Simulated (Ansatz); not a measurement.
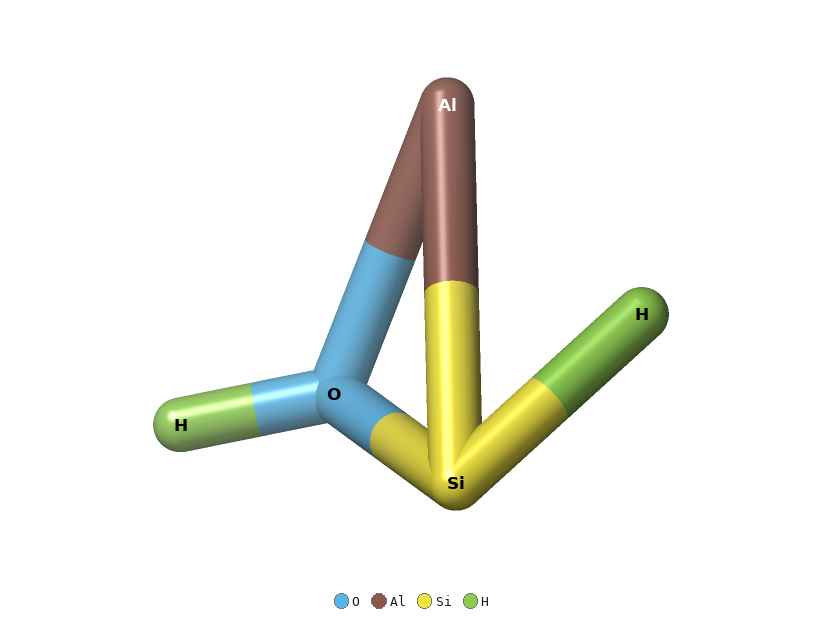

State: neutral, doublet. The computed structure is the end point of a PBE-D4/def2-SVP optimisation. No frequency run is at hand to confirm it as a minimum. Method: UKS PBE-D4/def2-SVP (Ansatz 0.2.0).

### What is the ⟨S²⟩ of the determinant?

0.755.

### Give the dipole moment at this level.

1.81 D.
